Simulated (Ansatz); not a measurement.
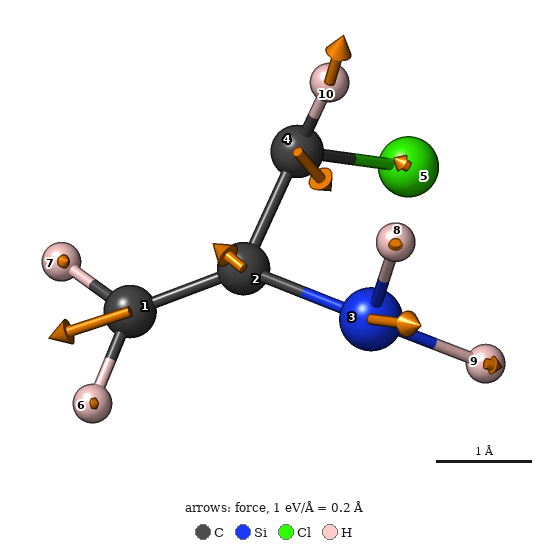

Starting geometry of C$_{3}$H$_{5}$ClSi (coarse preliminary run) with the computed forces as orange arrows. Style: ball-and-stick. Shown from a free direction.

The start comes from a force field.

Level of theory: RKS PBE-D4/def2-SVP (Ansatz).

Input file:
```yaml
crystal:
  periodic: [false, false, false]
  atoms:
    - {symbol: C, position_ang: [-0.010700, 1.674100, 0.319500]}
    - {symbol: C, position_ang: [0.030600, 0.407000, 0.074600]}
    - {symbol: Si, position_ang: [-0.059100, -0.993200, 1.034200]}
    - {symbol: C, position_ang: [0.304200, -0.257800, -1.146400]}
    - {symbol: Cl, position_ang: [-1.213900, -0.977700, -1.958300]}
    - {symbol: H, position_ang: [-0.214600, 2.142300, 1.301000]}
    - {symbol: H, position_ang: [0.036100, 2.433400, -0.507000]}
    - {symbol: H, position_ang: [1.291100, -1.712400, 1.221300]}
    - {symbol: H, position_ang: [-1.188500, -1.888900, 0.967900]}
    - {symbol: H, position_ang: [1.108000, -0.877900, -1.303800]}
basis:
  gaussian: {orbitals: def2-SVP}
hamiltonian: {xc: pbe, dispersion: d4}
relax: {f_tol: 0.03, max_steps: 200}
```

Command:
```bash
ansatz run in.yaml --threads 4 --pin off --events-out ev --progress --plain --max-ram 10444MiB
```

### Is this structure relaxed? If not, where do the atoms go?

It isn't relaxed: the largest force vector, on C1, is 4.82 eV/Å. The final displacements have little in common with the starting forces (cosine between the two patterns 0.19). Over 10 accepted moves (13 points after the start) the energy falls by 43.4 kcal/mol. Largest force component: 4.8 eV/Å at the start, 0.021 eV/Å at the end. The line search rejected the trial steps at points 7, 9, 10 of the run. The largest move after the best rigid fit is that of Cl5, 0.54 Å. By element the largest moves are Cl 0.54 Å, H 0.45 Å, Si 0.38 Å, C 0.38 Å. Some distances before and after: Si3–C4 2.330 → 1.911 Å, C2–Si3 1.700 → 1.853 Å, Si3–Cl5 3.208 → 3.332 Å, C4–H10 1.027 → 1.109 Å. Among the angles between lasting bonds that change: Si3–C2–C4 96.3° → 68.7°, C1–C2–Si3 134.4° → 149.0°, C2–C4–H10 124.5° → 114.9°. Cost: 15 s on 4 threads of Arm Neoverse V2 (shared host).
